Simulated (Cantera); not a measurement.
A closed system holds: 1 mol B, 0.78 mol HCl, at 0.100 bar.

These are equilibrium values from Cantera (NASA tables, ideal gas, pure condensed phases), not measurements of a reactor. Candidate condensed phases: B; 13 gas species. The tables' values for BCl2, BCl, BH2 are old estimates; treat these amounts as uncertain. Gases not in the tables: BHCl2. Rates play no part.

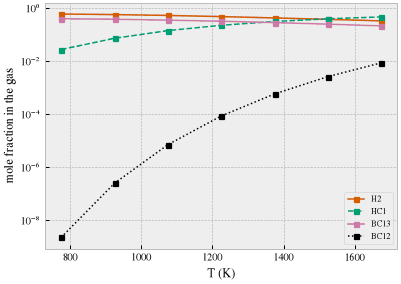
*Equilibrium gas composition (values under 1e-9 drawn at 1e-9)*

**Question.** Read off the mole fractions at 1375 K.

**Answer.** H2 about 0.42, HCl about 0.31, BCl3 about 0.28, BCl2 about 0.00057.
